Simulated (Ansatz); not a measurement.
```xyz
24

C     0.4993   -0.0494   -2.4908
C     0.1827   -0.0109   -1.0407
N    -0.1208   -1.0195   -0.2447
C     0.1168   -2.4116   -0.4440
B    -0.2107    0.0151    0.9812
C    -1.6893    0.2286    1.5515
C     0.9642   -0.1747    2.0502
N     0.1587    1.0200   -0.2180
C     0.0508    2.4134   -0.4984
H     0.4528    0.9460   -2.9303
H    -0.2003   -0.6998   -3.0184
H     1.5074   -0.4433   -2.6455
H     0.1723   -2.6564   -1.5086
H    -0.6951   -2.9983   -0.0074
H     1.0526   -2.7371    0.0277
H    -2.4399    0.3321    0.7605
H    -1.7456    1.1250    2.1796
H    -1.9962   -0.6111    2.1841
H     0.7884   -1.0567    2.6766
H     1.0251    0.6807    2.7315
H     1.9493   -0.2920    1.5855
H     0.7209    2.9832    0.1509
H    -0.9687    2.7783   -0.3255
H     0.3201    2.6379   -1.5338
```

Geometry: PBE0-D4/def2-TZVP.

All numbers below come from RKS PBE0-D4/def2-TZVPP in Ansatz 0.2.0.

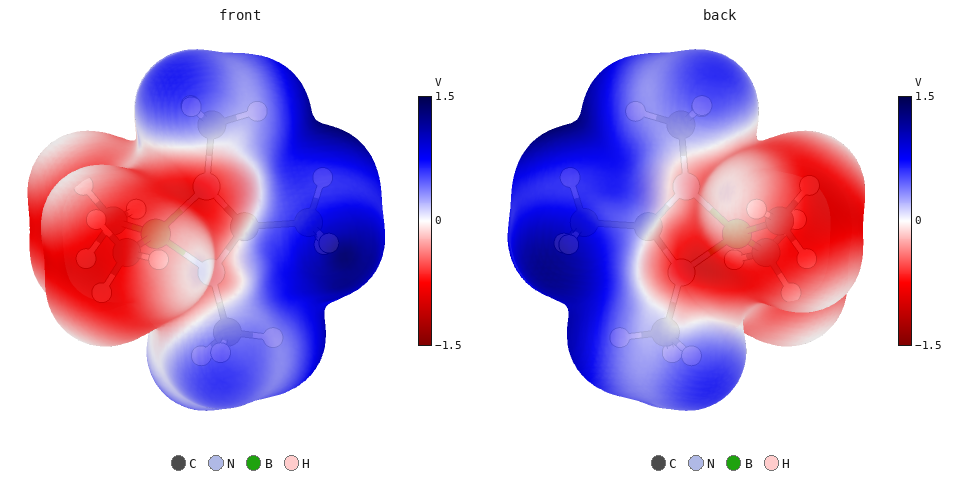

C6H15BN2. The electrostatic potential painted on the density surface at 0.002 e/bohr³, seen from the front and from behind; red is negative and blue positive.

**Which sites attract a positive test charge, and which a negative one?**

A positive charge is drawn to the negative regions and a negative charge to the positive ones. The most negative region (about −0.9 V, or −21 kcal/mol for a unit charge) lies over N3, C6, C7 and N8, the most positive (about +1.3 V, or +30 kcal/mol for a unit charge) over H10 and H12.
